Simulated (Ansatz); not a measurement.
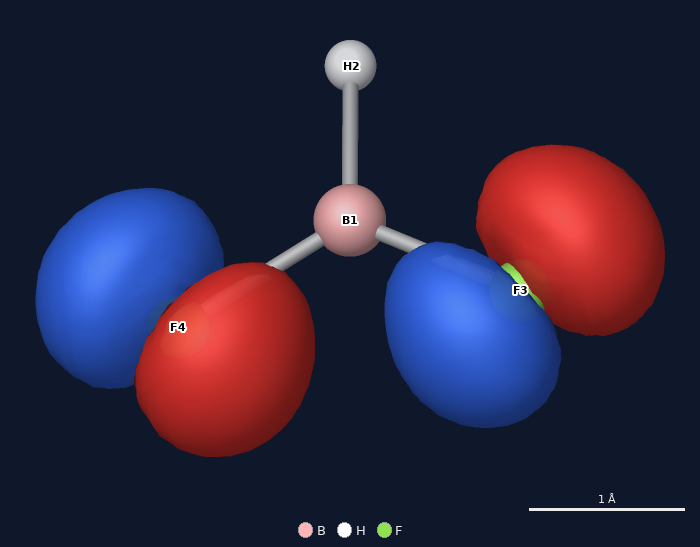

*BF2H. The HOMO−1 at ±0.2 Å⁻³ᐟ² (red and blue are the two phases), seen at a tilt.*

Level of theory: RKS B3LYP/def2-TZVP in Ansatz.

Question: Where does this orbital lie, and at what energy?

Answer: By Hirshfeld shares it lies mainly on F4 (about 45 %) and F3 (about 45 %); it is symmetric in the molecular plane (an in-plane orbital: σ, lone-pair or in-plane π type); largely a combination of lone pairs on F4 and F3. Its energy is −11.95 eV.
